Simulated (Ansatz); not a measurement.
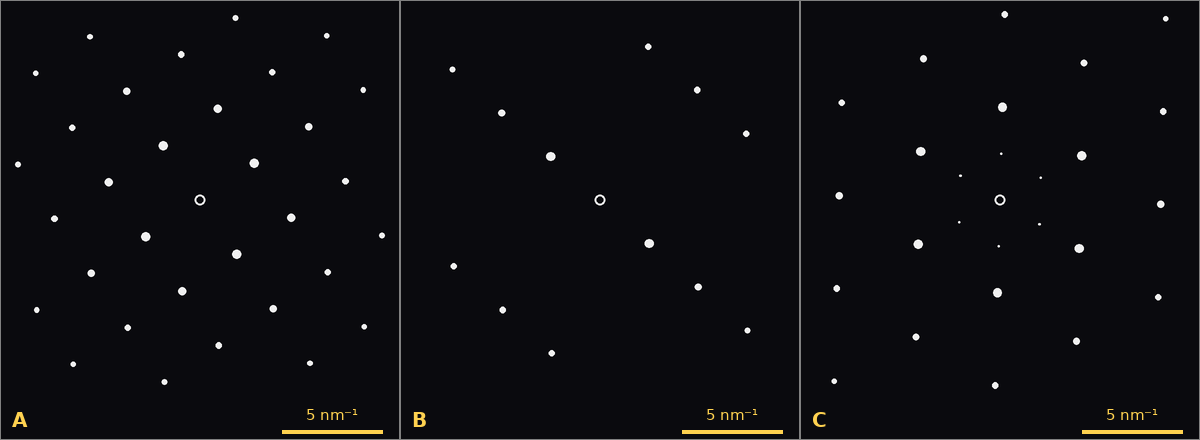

Simulated selected-area electron diffraction patterns (120 kV, kinematic approximation, thin crystal, B = 0.5 Å² for all atoms).

All three come from Hg₄H, space group Im-3m (No. 229), a = 6.096 Å. Structure: the geometry relaxed with DFT, PAW plane waves, r2scan (Ansatz); the starting structure was generated, so it need not be a known form of this composition.

```cif
data_structure
_symmetry_space_group_name_H-M 'Im-3m'
_symmetry_Int_Tables_number 229
_cell_length_a 6.0959
_cell_length_b 6.0959
_cell_length_c 6.0959
_cell_angle_alpha 90.000
_cell_angle_beta 90.000
_cell_angle_gamma 90.000
_cell_volume 226.52
loop_
_atom_site_label
_atom_site_type_symbol
_atom_site_symmetry_multiplicity
_atom_site_Wyckoff_symbol
_atom_site_fract_x
_atom_site_fract_y
_atom_site_fract_z
_atom_site_occupancy
H1 H 2 a 0.00000 0.00000 0.00000 1
Hg1 Hg 8 c 0.25000 0.25000 0.25000 1
```

Assign the zone axes [001], [111], [210] to A, B and C.

A is [001]: square net of 2 0 0 at d = 3.05 Å and 0 2 0 at d = 3.05 Å, at 90.0°. B is [210]: rectangular net of 0 0 2 at d = 3.05 Å and 2 -4 0 at d = 1.36 Å, at 90.0°. C is [111]: hexagonal net of -1 1 0 (weak) at d = 4.31 Å and -1 0 1 (weak) at d = 4.31 Å, at 60.0°.
